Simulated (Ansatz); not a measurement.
## Strength of the C–C bond: C3HF5 → C2HF2 + CF3

Species: C3HF5 `F/C=C(\F)C(F)(F)F`, singlet; C2HF2 `F/[C]=C\F`, doublet; CF3 (trifluoromethyl radical) `F[C](F)F`, doublet. 

Shapes, held fixed at every level: PBE0-D4/def2-TZVP. Programs: Ansatz 0.2.0. The zero-point and thermal change to 298 K, harmonic and unscaled (PBE0-D4/def2-TZVP), is -11.7 kJ/mol.

```
                level           kind  ΔH(298 K) (kJ/mol)
          HF/def2-SVP   Hartree–Fock              +339.8
    PBE-D4/def2-TZVPP            GGA              +435.5
 r2SCAN-D4/def2-TZVPP       meta-GGA              +425.1
  B3LYP-D4/def2-TZVPP  global hybrid              +432.7
  BHLYP-D4/def2-TZVPP  global hybrid              +435.8
   PBE0-D4/def2-TZVPP  global hybrid              +441.5
r2SCAN0-D4/def2-TZVPP  global hybrid              +425.6
    B2PLYP/def2-TZVPP  double hybrid              +438.4
```

B2PLYP/def2-TZVPP gives ΔH(298 K) = +438.4 kJ/mol; the levels span +339.8 to +441.5. The median of the levels is +434.1. Hartree–Fock misses the correlation of the pair that is broken and comes out low. No measured value is set beside it here. Spin contamination: C2HF2 (⟨S²⟩ up to 0.94). Open shells run unrestricted.

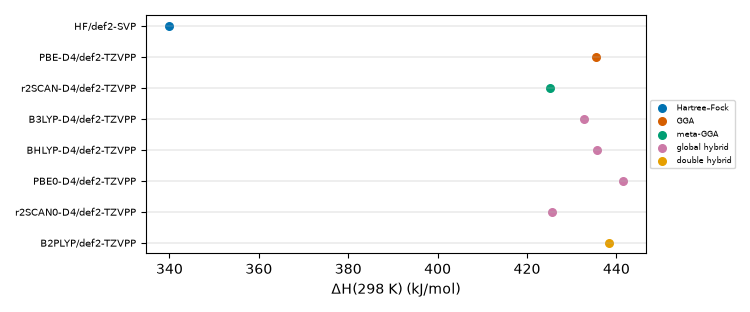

The values of the table, level by level.
